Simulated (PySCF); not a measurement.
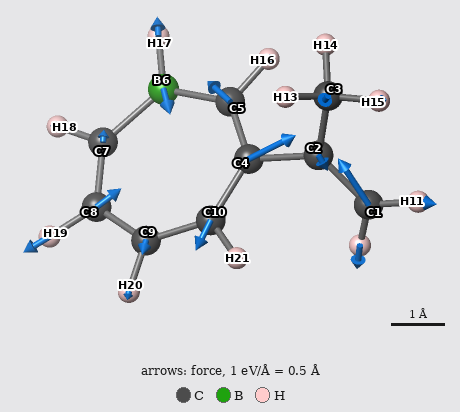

Starting geometry of C9H11B with the computed forces as blue arrows. The picture is a ball-and-stick view, seen at a tilt.

The start comes from GFN2-xTB. Its atoms were then displaced at random by about 0.01 Å.

Theory: PBE0-D3(BJ)/def2-SVP geometry optimisation, gas phase in PySCF. 

Q: Is this structure relaxed? If not, where do the atoms go?

A: It isn't relaxed: the largest force vector, on a C atom, is 2.25 eV/Å. The final displacements have little in common with the starting forces (cosine between the two patterns 0.04). An H atom moves most after the best rigid fit: 0.71 Å. By element the largest moves are H 0.71 Å, C 0.38 Å, B 0.30 Å. Among the contacts that change: C–C 1.389 → 1.433 Å, B–H 1.179 → 1.215 Å, C–H 1.065 → 1.098 Å, C–C 1.362 → 1.384 Å. Among the angles between lasting bonds that change: C–C–C 128.4° → 125.1°, H–C–H 119.7° → 116.8°, C–C–C 123.3° → 120.7°. Groups turn about C–C by about 25°. Over 12 geometry steps the energy falls by 0.190 eV.
